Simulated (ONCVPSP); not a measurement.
```json
{
 "Element": "Pb (Z = 82)",
 "Generator": "ONCVPSP 4.0.1",
 "Type": "optimised norm-conserving Vanderbilt (ONCV)",
 "Functional": "PBEsol",
 "Relativity": "fully relativistic",
 "Frozen core": "[Kr] 4d10 4f14 5s2",
 "Valence charge": "20",
 "Reference configuration": "5p6 5d10 6s2 6p1 (charge +1)",
 "Partial waves": "6s: rc 1.65 bohr, ncon 5, nbas 8, qcut 3.2 1/bohr, 2 projectors, debl 1.7 Ha; 5p+6p: rc 1.55 bohr, ncon 4, nbas 7, qcut 9.4 1/bohr, 2 projectors; 5d: rc 1.65 bohr, ncon 4, nbas 8, qcut 9 1/bohr, 1 projector",
 "Local potential": "polynomial inside 1.15 bohr (lpopt 5, dvloc0 3 Ha)",
 "Core correction": "none"
}
```

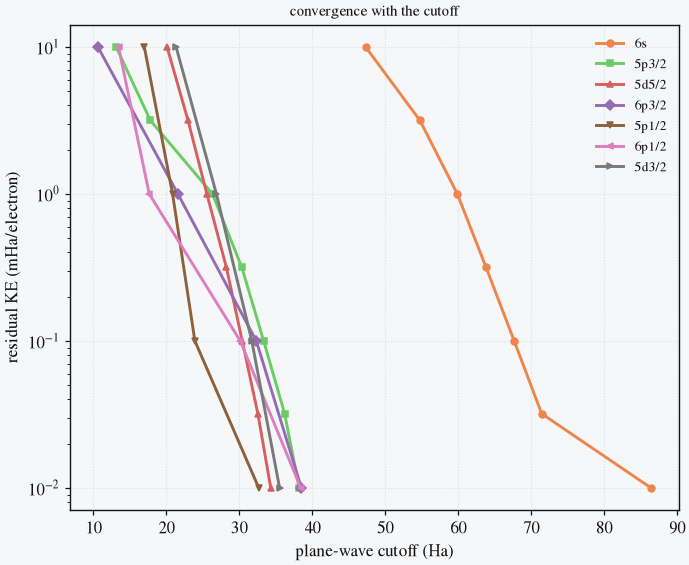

Residual kinetic energy of the pseudo-waves (the first of each channel, and further valence shells) beyond the plane-wave cutoff, as the generator prints it.

Which wave is the hardest at 1 mHa per electron, and which settings govern it?

6s, with rc = 1.65 bohr and qcut = 3.2 1/bohr. The optimisation minimises, but can't always remove, the kinetic energy above qcut²/2 = 5.1 Ha, and a larger rc would as a rule soften the wave at some cost in transferability.

Which cutoffs does the potential need for its occupied states?

60 Ha for 1 mHa and 68 Ha for 0.1 mHa per electron. The first is set by 6s.

Read the cutoffs for an error of 1 mHa per electron.

6s: 60 Ha; 5d3/2: 27 Ha; 5p3/2: 26 Ha; 5d5/2: 26 Ha; 6p3/2: 22 Ha; 5p1/2: 21 Ha; 6p1/2: 18 Ha.

The potential isn't sound: its ghost test gives GHOST(-) flagged for s at -856.4 eV, s at -133.0 eV; no localised positive-energy state flagged (flags above 300 eV left out).
